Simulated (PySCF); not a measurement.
**C₄H₂F₃N₃: runs on many settings**

Aim: see how C₄H₂F₃N₃ (`FC(F)(F)c1ccnnn1`) answers to the choice of functional, basis, grid and SCF options.

The runs use PySCF 2.14.0, with density-fitted response routines of our own; the level of theory stands in each step. All values are computed, except where a source is named. Atoms are numbered from 0 throughout.

## (1) The molecule as given

12 atoms, charge 0, multiplicity 1; geometry from: GFN2-xTB.

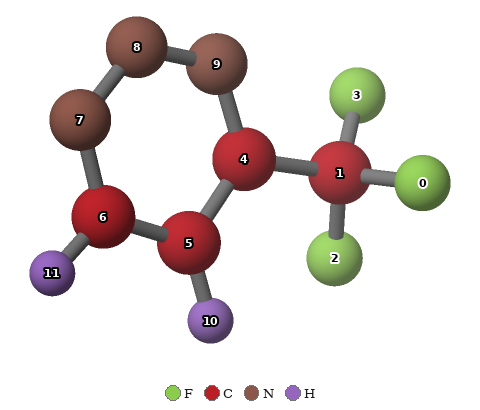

The starting geometry (fluorine green, carbon red, nitrogen brown, hydrogen purple), atoms numbered.

## (2) NMR shieldings: PBE0/pcSseg-1

The job: settings as JSON, then the geometry in Å.

```
{"job": {"kind": "nmr", "xc": "PBE0", "basis": "pcSseg-1"}, "charge": 0, "multiplicity": 1}
F     -2.068100    -0.118359    -1.588583
C     -1.799772     0.115103    -0.294560
F     -2.284211    -0.935164     0.389520
F     -2.498776     1.182380     0.074334
C     -0.309926     0.269092    -0.069382
C      0.502510    -0.832905     0.171295
C      1.845497    -0.514571     0.349887
N      2.267601     0.738793     0.273391
N      1.444557     1.697083     0.027906
N      0.184431     1.499056    -0.139339
H      0.119142    -1.839442     0.221812
H      2.598244    -1.261751     0.557691
```

With the program's defaults for keys left out, this is: GIAO PBE0/pcSseg-1 NMR shielding, non-relativistic, gas phase.

The run is started by

```bash
$ OMP_NUM_THREADS=1 python probes_run.py task.json out
```

One launch serves the whole session: the jobs run in the order shown.

Standard output:

```text
coarse grid: 12032 points
cycle   1  E = -616.4161058912  dE =  2.104e+00  |g| = 9.278e-01  |ddm| = 3.614e+00
cycle   2  E = -616.2670031105  dE =  1.491e-01  |g| = 1.378e+00  |ddm| = 1.318e+00
cycle   3  E = -616.5607937656  dE = -2.938e-01  |g| = 1.173e-01  |ddm| = 7.943e-01
cycle   4  E = -616.5619592423  dE = -1.165e-03  |g| = 8.618e-02  |ddm| = 1.614e-01
cycle   5  E = -616.5637665591  dE = -1.807e-03  |g| = 1.787e-02  |ddm| = 9.018e-02
cycle   6  E = -616.5638227278  dE = -5.617e-05  |g| = 6.718e-03  |ddm| = 1.677e-02
cycle   7  E = -616.5638316978  dE = -8.970e-06  |g| = 1.241e-03  |ddm| = 5.476e-03
final grid: 123368 points
cycle   8  E = -616.6385655742  dE = -5.024e-05  |g| = 6.346e-03  |ddm| = 3.719e-02
cycle   9  E = -616.6385634021  dE =  2.172e-06  |g| = 7.820e-03  |ddm| = 1.222e-02
cycle  10  E = -616.6385740231  dE = -1.062e-05  |g| = 9.886e-04  |ddm| = 5.716e-03
cycle  11  E = -616.6385741932  dE = -1.701e-07  |g| = 2.977e-04  |ddm| = 9.308e-04
cycle  12  E = -616.6385742072  dE = -1.408e-08  |g| = 1.606e-04  |ddm| = 3.496e-04
cycle  13  E = -616.6385742124  dE = -5.139e-09  |g| = 4.024e-05  |ddm| = 1.571e-04
cycle  14  E = -616.6385742127  dE = -3.629e-10  |g| = 1.107e-05  |ddm| = 4.401e-05
converged SCF energy = -616.6385742127

GIAO shielding tensors (ppm)
atom      isotropic    diamagn.    paramagn.     s11        s22        s33       span
  0 F      236.704     471.837    -235.133    155.041    233.037    322.034    166.992
  1 C       55.798     238.838    -183.040     43.634     56.438     67.322     23.688
  2 F      256.907     473.639    -216.732    178.462    244.675    347.584    169.122
  3 F      262.859     468.976    -206.117    189.384    265.474    333.720    144.336
  4 C       31.449     257.211    -225.763    -95.384     40.672    149.058    244.441
  5 C       65.515     256.162    -190.647    -49.248     55.034    190.759    240.007
  6 C       32.339     249.388    -217.048   -102.774     40.346    159.446    262.220
  7 N     -184.344     323.465    -507.810   -583.328   -231.398    261.693    845.021
  8 N     -274.008     310.263    -584.271   -787.275   -240.364    205.615    992.890
  9 N     -164.449     323.583    -488.032   -542.490   -206.135    255.279    797.768
 10 H       24.000      31.633      -7.632     20.362     21.692     29.948      9.586
 11 H       22.128      28.457      -6.330     18.640     19.209     28.534      9.894
```

Wall time 18 s (1 thread of Arm Neoverse V2, shared host); peak memory 0.8 GiB.

Shifts follow as δ = σ(reference) − σ, with reference shieldings (ppm) from runs at the same level and on the same kind of geometry: 1H TMS 31.72, 13C TMS 186.9, 19F CFCl3 170.9, 15N NH3 267.7. The references are single molecules in the gas phase, so shifts against H2O, NH3, PH3, H3PO4 or CFCl3 are not on the usual liquid scales and can be off by tens of ppm. Atoms listed in one row are averaged.

| atoms | environment | σ (ppm) | δ (ppm) | δ scaled to CDCl3 |
| --- | --- | --- | --- | --- |
| C4 | substituted aromatic carbon next to a ring nitrogen | 31.4 | 155.5 | 149.8 |
| C6 | aromatic CH next to a ring nitrogen | 32.3 | 154.6 | 149.0 |
| C1 | CF3 carbon | 55.8 | 131.1 | 126.1 |
| C5 | aromatic CH | 65.5 | 121.4 | 116.6 |
| H11 | hydrogen on an aromatic CH next to a ring nitrogen | 22.13 | 9.59 | 9.15 |
| H10 | hydrogen on an aromatic CH | 24.00 | 7.72 | 7.38 |
| F0, F2, F3 | fluorine of a CF3 group | 252.2 | -81.2 | – |
| N8 | pyridine-type ring nitrogen | -274.0 | 541.7 | – |
| N7 | pyridine-type ring nitrogen | -184.3 | 452.1 | – |
| N9 | pyridine-type ring nitrogen | -164.4 | 432.2 | – |

The scaled column applies a straight-line fit of computed shieldings to shifts measured in CDCl3; 19F shifts take a fit of their own (root-mean-square error 0.16 ppm for H, 1.9 ppm for C).

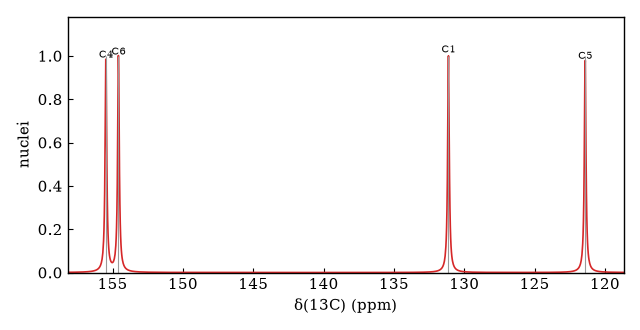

13C lines at the computed shifts, without couplings. Lines are broadened to a width of 0.14 ppm (Lorentzian).

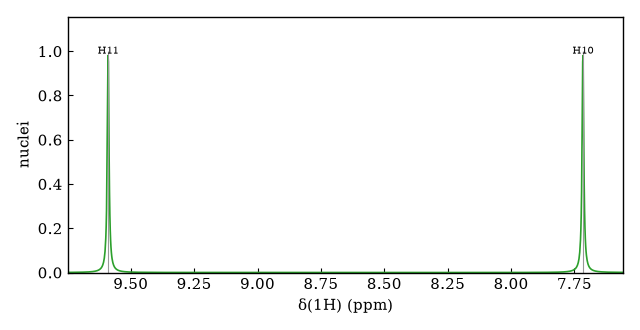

1H lines at the computed shifts, without couplings. Lines are broadened to a width of 0.01 ppm (Lorentzian).

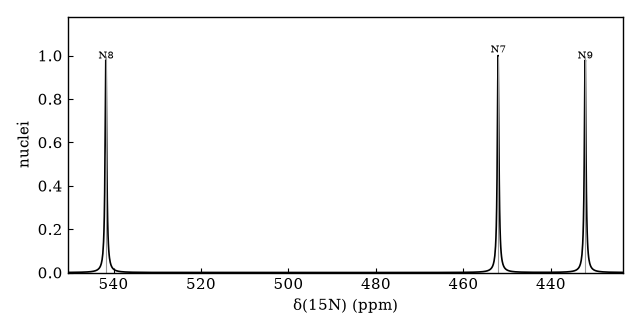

15N lines at the computed shifts, without couplings. Lines are broadened to a width of 0.44 ppm (Lorentzian).

Charges from the same density, by scheme (e):

| atoms | Mulliken | IAO | Hirshfeld | ESP fit |
| --- | --- | --- | --- | --- |
| F0, F2, F3 | -0.26 | -0.27 | -0.09 | -0.14 |
| C1 | 0.92 | 0.81 | 0.26 | 0.19 |
| C4 | -0.01 | 0.08 | 0.04 | 1.04 |
| C5 | -0.12 | -0.16 | -0.03 | -1.00 |
| C6 | 0.22 | 0.00 | 0.04 | 1.00 |
| N7 | -0.24 | -0.15 | -0.09 | -0.60 |
| N8 | 0.00 | 0.00 | -0.03 | 0.13 |
| N9 | -0.25 | -0.14 | -0.09 | -0.56 |

IAO charges:

| atom | value (e) |
| --- | --- |
| F0 | -0.27 |
| C1 | 0.81 |
| F2 | -0.28 |
| F3 | -0.25 |
| C4 | 0.08 |
| C5 | -0.16 |
| C6 | 0.00 |
| N7 | -0.15 |
| N8 | 0.00 |
| N9 | -0.14 |
| H10 | 0.19 |
| H11 | 0.18 |

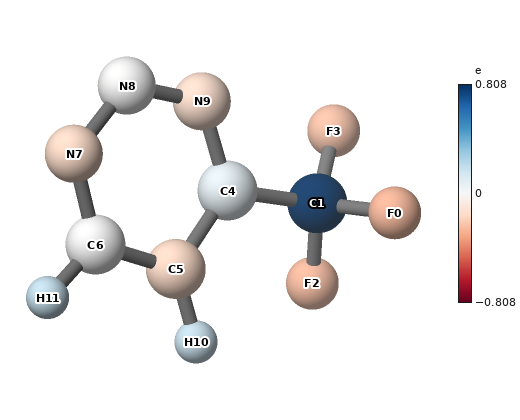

IAO charges, as colours on the atoms.

Mayer bond orders: F0–C1 1.01, C1–F2 0.99, C1–F3 1.04, C1–C4 0.97, C4–C5 1.29, C5–C6 1.37, C6–N7 1.42, N7–N8 1.36, N8–N9 1.38, N9–C4 1.42.

Ring of atoms C4, C5, C6, N7, N8, N9: NICS(0) -4.9, NICS(1) -11.9, NICS(1)zz -28.8 ppm (means of both faces).

## (3) Excited states and response: PBE0/def2-SVPD

The job, as its differences from that of step 2:

```diff
@@ -1,2 +1,2 @@
-{"job": {"kind": "nmr", "xc": "PBE0", "basis": "pcSseg-1"}, "charge": 0, "multiplicity": 1}
+{"job": {"kind": "uv", "xc": "PBE0", "basis": "def2-SVPD", "nstates": 6, "ntriplets": 2}, "charge": 0, "multiplicity": 1}
 F     -2.068100    -0.118359    -1.588583
```

Level: TDDFT PBE0/def2-SVPD, vertical, gas phase, core orbitals frozen in the response.

Standard output:

```text
coarse grid: 12032 points
cycle   1  E = -616.0554917506  dE =  2.027e+00  |g| = 8.723e-01  |ddm| = 6.658e+00
cycle   2  E = -615.9213976831  dE =  1.341e-01  |g| = 1.283e+00  |ddm| = 2.535e+00
cycle   3  E = -616.1922413400  dE = -2.708e-01  |g| = 1.175e-01  |ddm| = 1.421e+00
cycle   4  E = -616.1938029631  dE = -1.562e-03  |g| = 7.804e-02  |ddm| = 3.620e-01
cycle   5  E = -616.1952969637  dE = -1.494e-03  |g| = 1.876e-02  |ddm| = 1.853e-01
cycle   6  E = -616.1953659209  dE = -6.896e-05  |g| = 6.186e-03  |ddm| = 4.009e-02
cycle   7  E = -616.1953736955  dE = -7.775e-06  |g| = 1.361e-03  |ddm| = 1.367e-02
final grid: 123368 points
cycle   8  E = -616.2706425507  dE = -3.945e-05  |g| = 6.467e-03  |ddm| = 1.170e-01
cycle   9  E = -616.2706389252  dE =  3.626e-06  |g| = 8.238e-03  |ddm| = 3.546e-02
cycle  10  E = -616.2706514206  dE = -1.250e-05  |g| = 9.106e-04  |ddm| = 1.548e-02
cycle  11  E = -616.2706515877  dE = -1.671e-07  |g| = 2.695e-04  |ddm| = 2.115e-03
cycle  12  E = -616.2706516010  dE = -1.328e-08  |g| = 1.376e-04  |ddm| = 8.279e-04
cycle  13  E = -616.2706516052  dE = -4.246e-09  |g| = 3.762e-05  |ddm| = 3.812e-04
cycle  14  E = -616.2706516056  dE = -3.231e-10  |g| = 1.062e-05  |ddm| = 8.599e-05
converged SCF energy = -616.2706516056

Static polarisability (au): isotropic 65.380, principal 44.742 70.331 81.068

Singlet excitations
state   eV       nm        f      main configurations
  1   3.3283    372.5   0.00293   H->L 0.97
  2   3.4754    356.7   0.00090   H->L+1 0.97
  3   4.1096    301.7   0.00097   H-1->L 0.98
  4   4.2628    290.9   0.00349   H-1->L+1 0.98
  5   6.0664    204.4   0.00667   H-2->L+1 0.30, H-2->L 0.27, H-3->L 0.26
  6   6.7960    182.4   0.01532   H-2->L 0.40, H-2->L+1 0.23, H-3->L 0.20

Triplet excitations (Tamm-Dancoff, eV): 2.4196 2.9530
```

Wall time 30 s (1 thread of Arm Neoverse V2, shared host); peak memory 0.89 GiB.

Frontier orbitals and where they lie:

| orbital | eV | atoms |
| --- | --- | --- |
| HOMO−3 | -10.44 | N7 26 %, N9 24 %, C4 16 % |
| HOMO−2 | -10.10 | C5 32 %, N8 18 %, C6 16 % |
| HOMO−1 | -8.56 | N9 37 %, N7 36 %, C6 6 % |
| HOMO | -7.66 | N8 47 %, N7 22 %, N9 18 % |
| LUMO | -2.65 | N7 22 %, C4 20 %, C5 19 % |
| LUMO+1 | -2.47 | N9 25 %, C6 24 %, N8 14 % |
| LUMO+2 | 0.37 | C5 22 %, C6 21 %, H10 18 % |

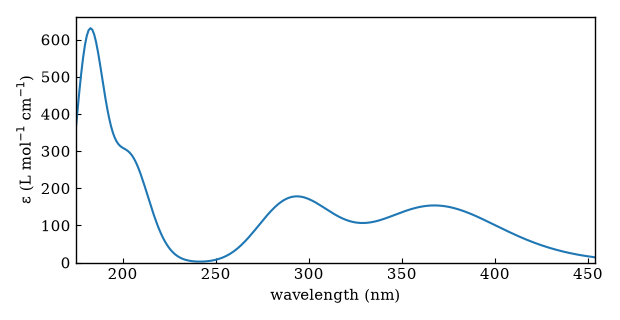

Absorption spectrum: each of the 6 states is a Gaussian band of 0.4 eV half-width at 1/e. Beyond the last state computed it falls off for lack of states.

Ground-state properties from the same run:

| property | computed |
| --- | --- |
| dipole moment (D) | 4.39 |
| polarisability (Å³) | 9.69 |
| HOMO–LUMO gap (eV) | 5.02 |
| −ε(HOMO) (eV) | 7.66 |

## (4) NMR shieldings: BHandHLYP/pcSseg-1

The job, as its differences from that of step 3:

```diff
@@ -1,2 +1,2 @@
-{"job": {"kind": "uv", "xc": "PBE0", "basis": "def2-SVPD", "nstates": 6, "ntriplets": 2}, "charge": 0, "multiplicity": 1}
+{"job": {"kind": "nmr", "xc": "BHandHLYP", "basis": "pcSseg-1", "pop": true}, "charge": 0, "multiplicity": 1}
 F     -2.068100    -0.118359    -1.588583
```

Method: GIAO BHandHLYP/pcSseg-1 NMR shielding, non-relativistic, gas phase.

Standard output:

```text
coarse grid: 12032 points
cycle   1  E = -616.7300000089  dE =  2.351e+00  |g| = 9.957e-01  |ddm| = 3.589e+00
cycle   2  E = -616.7217648869  dE =  8.235e-03  |g| = 1.109e+00  |ddm| = 1.182e+00
cycle   3  E = -616.9117616825  dE = -1.900e-01  |g| = 1.042e-01  |ddm| = 6.327e-01
cycle   4  E = -616.9132778044  dE = -1.516e-03  |g| = 5.876e-02  |ddm| = 1.212e-01
cycle   5  E = -616.9140398542  dE = -7.620e-04  |g| = 1.970e-02  |ddm| = 6.797e-02
cycle   6  E = -616.9141275413  dE = -8.769e-05  |g| = 3.527e-03  |ddm| = 1.739e-02
cycle   7  E = -616.9141303101  dE = -2.769e-06  |g| = 1.487e-03  |ddm| = 3.885e-03
final grid: 123368 points
cycle   8  E = -616.9707554411  dE = -1.781e-05  |g| = 3.546e-03  |ddm| = 1.667e-02
cycle   9  E = -616.9707554959  dE = -5.474e-08  |g| = 3.676e-03  |ddm| = 5.209e-03
cycle  10  E = -616.9707575878  dE = -2.092e-06  |g| = 3.230e-04  |ddm| = 2.183e-03
cycle  11  E = -616.9707576035  dE = -1.574e-08  |g| = 1.848e-04  |ddm| = 3.961e-04
cycle  12  E = -616.9707576106  dE = -7.057e-09  |g| = 5.975e-05  |ddm| = 2.019e-04
cycle  13  E = -616.9707576114  dE = -8.110e-10  |g| = 9.859e-06  |ddm| = 5.574e-05
converged SCF energy = -616.9707576114

GIAO shielding tensors (ppm)
atom      isotropic    diamagn.    paramagn.     s11        s22        s33       span
  0 F      251.897     472.396    -220.499    167.255    247.290    341.147    173.892
  1 C       60.368     237.312    -176.944     51.577     59.583     69.945     18.369
  2 F      270.318     474.174    -203.857    189.457    258.159    363.337    173.880
  3 F      275.356     469.565    -194.209    198.108    276.900    351.060    152.952
  4 C       26.158     257.033    -230.875   -105.838     35.374    148.937    254.774
  5 C       61.590     256.685    -195.095    -57.229     51.922    190.077    247.305
  6 C       27.884     249.513    -221.629   -110.092     34.057    159.687    269.779
  7 N     -196.345     323.298    -519.642   -592.471   -255.482    258.920    851.391
  8 N     -290.880     309.880    -600.761   -814.354   -266.368    208.081   1022.435
  9 N     -178.311     323.740    -502.052   -556.162   -231.805    253.032    809.194
 10 H       24.045      31.675      -7.629     20.323     21.889     29.924      9.601
 11 H       22.280      28.560      -6.280     19.080     19.309     28.452      9.372
```

Run time: 17 s. Hardware: 1 thread of Arm Neoverse V2, shared host; peak memory 0.82 GiB.

In short: δ C4 160.4, C6 158.7, C1 126.2, C5 125.0, H11 9.62, H10 7.85 ppm.

## (5) Ultraviolet spectrum: PBE0/6-311G** in dichloromethane

The job, as its differences from that of step 4:

```diff
@@ -1,2 +1,2 @@
-{"job": {"kind": "nmr", "xc": "BHandHLYP", "basis": "pcSseg-1", "pop": true}, "charge": 0, "multiplicity": 1}
+{"job": {"kind": "uv", "xc": "PBE0", "basis": "6-311G**", "solvent": "dichloromethane", "nstates": 3, "ntriplets": 0, "tda": true, "scf": {"level_shift": 0.1, "conv": 1e-06}}, "charge": 0, "multiplicity": 1}
 F     -2.068100    -0.118359    -1.588583
```

Method: TDA PBE0/6-311G**, vertical, IEF-PCM dichloromethane (non-equilibrium linear response), core orbitals frozen in the response.

Standard output:

```text
final grid: 123368 points
cycle   1  E = -616.6877108519  dE =  2.139e+00  |g| = 1.005e+00  |ddm| = 3.471e+00
cycle   2  E = -616.6248661049  dE =  6.284e-02  |g| = 1.269e+00  |ddm| = 1.245e+00
cycle   3  E = -616.8630834308  dE = -2.382e-01  |g| = 1.074e-01  |ddm| = 5.833e-01
cycle   4  E = -616.8652537910  dE = -2.170e-03  |g| = 2.631e-02  |ddm| = 9.586e-02
cycle   5  E = -616.8653651029  dE = -1.113e-04  |g| = 1.132e-02  |ddm| = 2.729e-02
cycle   6  E = -616.8653899143  dE = -2.481e-05  |g| = 2.737e-03  |ddm| = 8.365e-03
cycle   7  E = -616.8653910646  dE = -1.150e-06  |g| = 8.831e-04  |ddm| = 2.214e-03
cycle   8  E = -616.8653912131  dE = -1.485e-07  |g| = 2.127e-04  |ddm| = 6.703e-04
level shift removed, Fock matrix diagonalised once more
converged SCF energy = -616.8653912131

Static polarisability (au): isotropic 69.365, principal 39.639 80.658 87.798

Singlet excitations
state   eV       nm        f      main configurations
  1   3.7844    327.6   0.00687   H->L 0.99
  2   3.9304    315.4   0.00210   H->L+1 0.98
  3   4.3078    287.8   0.00068   H-1->L 0.96
```

Wall time 16 s (1 thread of Arm Neoverse V2, shared host); peak memory 0.89 GiB.

In short: HOMO -7.68 eV, LUMO -2.26 eV; lowest singlet 3.78 eV.

## (6) TDDFT and polarisability: LDA/def2-SVPD

The job, as its differences from that of step 5:

```diff
@@ -1,2 +1,2 @@
-{"job": {"kind": "uv", "xc": "PBE0", "basis": "6-311G**", "solvent": "dichloromethane", "nstates": 3, "ntriplets": 0, "tda": true, "scf": {"level_shift": 0.1, "conv": 1e-06}}, "charge": 0, "multiplicity": 1}
+{"job": {"kind": "uv", "xc": "LDA", "basis": "def2-SVPD", "nstates": 12, "ntriplets": 0, "tda": true, "scf": {"guess": "sap"}}, "charge": 0, "multiplicity": 1}
 F     -2.068100    -0.118359    -1.588583
```

Level: TDA LDA/def2-SVPD, vertical, gas phase, core orbitals frozen in the response.

Standard output:

```text
final grid: 123368 points
cycle   1  E = -498.9082194392  dE =  1.068e+02  |g| = 1.288e+01  |ddm| = 1.576e+02
cycle   2  E = -353.4972656818  dE =  1.454e+02  |g| = 1.865e+01  |ddm| = 2.794e+02
cycle   3  E = -514.7543423334  dE = -1.613e+02  |g| = 1.582e+01  |ddm| = 2.115e+02
cycle   4  E = -596.1770642969  dE = -8.142e+01  |g| = 7.954e+00  |ddm| = 1.127e+02
cycle   5  E = -604.0401233406  dE = -7.863e+00  |g| = 4.767e+00  |ddm| = 8.544e+01
cycle   6  E = -597.5691872407  dE =  6.471e+00  |g| = 7.453e+00  |ddm| = 8.602e+01
cycle   7  E = -611.9072553490  dE = -1.434e+01  |g| = 1.351e+00  |ddm| = 1.301e+01
cycle   8  E = -611.7884234719  dE =  1.188e-01  |g| = 1.577e+00  |ddm| = 4.285e+00
cycle   9  E = -612.3037337620  dE = -5.153e-01  |g| = 5.266e-01  |ddm| = 3.544e+00
cycle  10  E = -612.3364418581  dE = -3.271e-02  |g| = 4.170e-01  |ddm| = 1.583e+00
cycle  11  E = -612.3723859496  dE = -3.594e-02  |g| = 1.276e-01  |ddm| = 9.003e-01
cycle  12  E = -612.3758211294  dE = -3.435e-03  |g| = 5.591e-02  |ddm| = 3.074e-01
cycle  13  E = -612.3764178546  dE = -5.967e-04  |g| = 1.348e-02  |ddm| = 8.916e-02
cycle  14  E = -612.3764491719  dE = -3.132e-05  |g| = 6.174e-03  |ddm| = 3.062e-02
cycle  15  E = -612.3764580290  dE = -8.857e-06  |g| = 1.199e-03  |ddm| = 1.051e-02
cycle  16  E = -612.3764583344  dE = -3.054e-07  |g| = 4.470e-04  |ddm| = 2.671e-03
cycle  17  E = -612.3764583801  dE = -4.578e-08  |g| = 9.649e-05  |ddm| = 7.616e-04
cycle  18  E = -612.3764583818  dE = -1.614e-09  |g| = 5.085e-05  |ddm| = 2.446e-04
cycle  19  E = -612.3764583822  dE = -4.316e-10  |g| = 2.068e-05  |ddm| = 8.996e-05
converged SCF energy = -612.3764583822

Static polarisability (au): isotropic 68.393, principal 46.629 73.200 85.350

Singlet excitations
state   eV       nm        f      main configurations
  1   2.4015    516.3   0.00033   H->L 0.66, H->L+1 0.32
  2   2.6598    466.1   0.00278   H->L+1 0.65, H->L 0.32
  3   3.3372    371.5   0.00066   H-1->L 0.94
  4   3.5645    347.8   0.00506   H-1->L+1 0.93
  5   5.7006    217.5   0.00440   H->L+2 0.99
  6   5.8067    213.5   0.00385   H-2->L+1 0.39, H-3->L 0.34, H-2->L 0.13
  7   6.2568    198.2   0.00018   H-4->L 0.97
  8   6.3814    194.3   0.00097   H-4->L+1 0.91
  9   6.5119    190.4   0.00608   H->L+4 0.47, H->L+3 0.42
 10   6.5521    189.2   0.00160   H-5->L 0.70, H->L+4 0.21
 11   6.5737    188.6   0.00713   H->L+3 0.38, H->L+4 0.29, H-5->L 0.23
 12   6.6925    185.3   0.00534   H-5->L+1 0.76
```

Wall time 31 s (1 thread of Arm Neoverse V2, shared host); peak memory 0.72 GiB.

This run: HOMO -6.03 eV, LUMO -3.90 eV; lowest singlet 2.40 eV.

## (7) Run by run: NMR shifts

Shifts (ppm) of some atoms, chosen among heavy atoms and hydrogens apart, means over like atoms, with basis size and wall time:

| run | C4 | H11 | H10 | F0 | N8 | N7 | N9 | functions | time |
| --- | --- | --- | --- | --- | --- | --- | --- | --- | --- |
| PBE0/pcSseg-1 | 155.5 | 9.59 | 7.72 | -81.2 | 541.7 | 452.1 | 432.2 | 180 | 18 s |
| BHandHLYP/pcSseg-1 | 160.4 | 9.62 | 7.85 | -67.3 | 558.0 | 463.4 | 445.4 | 180 | 17 s |

## (8) Comparing the runs: electronic excitations

Excitations and ground-state properties, with basis size and wall time:

| run | lowest singlet (eV) | brightest (eV) | f | gap (eV) | α (Å³) | μ (D) | functions | time |
| --- | --- | --- | --- | --- | --- | --- | --- | --- |
| PBE0/def2-SVPD | 3.33 | 6.80 | 0.015 | 5.02 | 9.69 | 4.39 | 225 | 30 s |
| PBE0/6-311G** in dichloromethane | 3.78 | 3.78 | 0.007 | 5.42 | 10.28 | 5.67 | 192 | 16 s |
| LDA/def2-SVPD | 2.40 | 6.57 | 0.007 | 2.13 | 10.13 | 4.41 | 225 | 31 s |

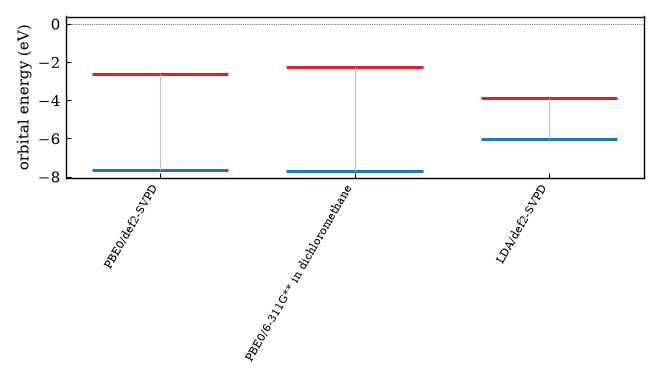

HOMO (blue) and LUMO (red) run by run.

## (9) Summary of results

| quantity | value |
| --- | --- |
| 13C shifts against TMS (PBE0/pcSseg-1) | 155.5, 154.6, 131.1, 121.4 ppm |
| 1H shifts against TMS (PBE0/pcSseg-1) | 9.59, 7.72 ppm |
| 19F shifts against CFCl3 (PBE0/pcSseg-1, means over atoms taken as alike) | -81.2 ppm |
| 15N shifts against NH3 (PBE0/pcSseg-1) | 541.7, 452.1, 432.2 ppm |
| lowest singlet (PBE0/def2-SVPD) | 3.33 eV (373 nm), f = 0.003 |
| brightest single state of those computed | state 6, 6.80 eV, f = 0.015 |
| lowest triplet | 2.42 eV |
| range of the shift of N8 | 541.7 to 558.0 ppm |
| range of the lowest singlet | 2.40 to 3.78 eV |

What this shows: Single values in the summary come from the first sound run of each kind (PBE0/pcSseg-1; PBE0/def2-SVPD), which need not be the best level. At PBE0/pcSseg-1: Shielding is most anisotropic at N8 (span 993 ppm, paramagnetic term -584 ppm). NICS(1)zz of -29 ppm above the planar ring from C4 marks a diatropic (aromatic) ring current. The lowest singlet, at 3.33 eV, is HOMO→LUMO 0.97 and is weak; of the 6 states computed, the strongest absorption comes from state 6 at 6.80 eV (the last computed, so partners may be missing). The lowest triplet lies 0.91 eV below the lowest singlet (triplets in Tamm-Dancoff, singlets in full TDDFT). Across the 2 runs the shift of N8 moves most, between 541.7 (PBE0/pcSseg-1) and 558.0 ppm (BHandHLYP/pcSseg-1). The lowest singlet runs from 2.40 eV (LDA/def2-SVPD) to 3.78 eV (PBE0/6-311G** in dichloromethane), while the orbital gap spans 2.13 to 5.42 eV. Some runs use the Tamm-Dancoff approximation and others full TDDFT, which shifts states apart from functional and basis. The lowest state need not be the same one in every run. The runs solved for a few states only, so the brightest column depends on that window.
